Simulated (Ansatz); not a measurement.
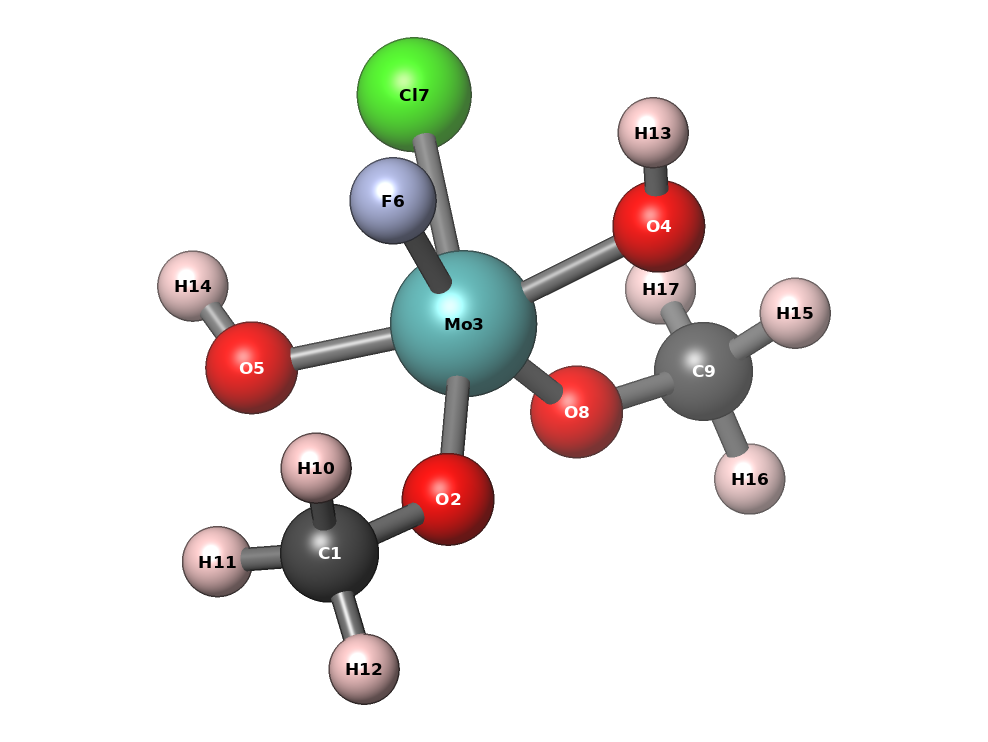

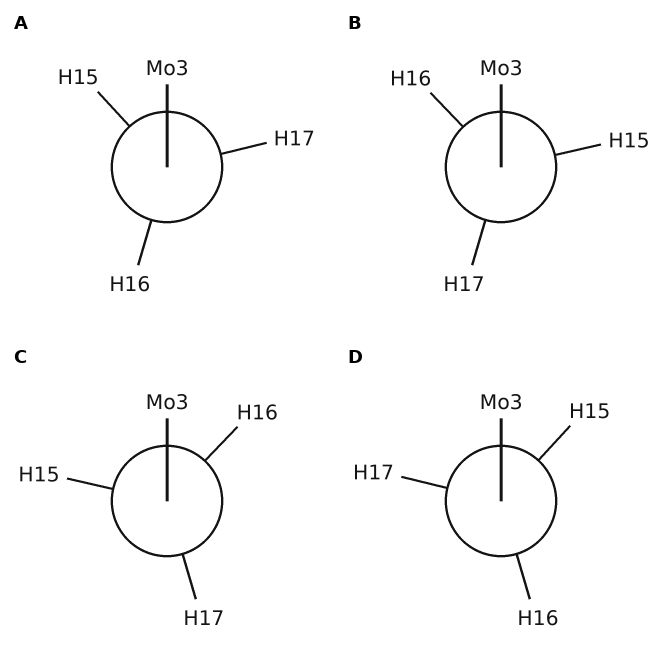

Distant atoms are faded towards the background colour. Bonds that would overlap in a projection are set slightly apart. The species is neutral and a spin singlet. The computed structure is the end point of a PBE0-D4/def2-TZVP optimisation. No frequency run is at hand to confirm it as a minimum.

### Which Newman projection shows the view along O8–C9, with O8 in front?

D. The torsion angle Mo3–O8–C9–H15 is 43°, synclinal (gauche).
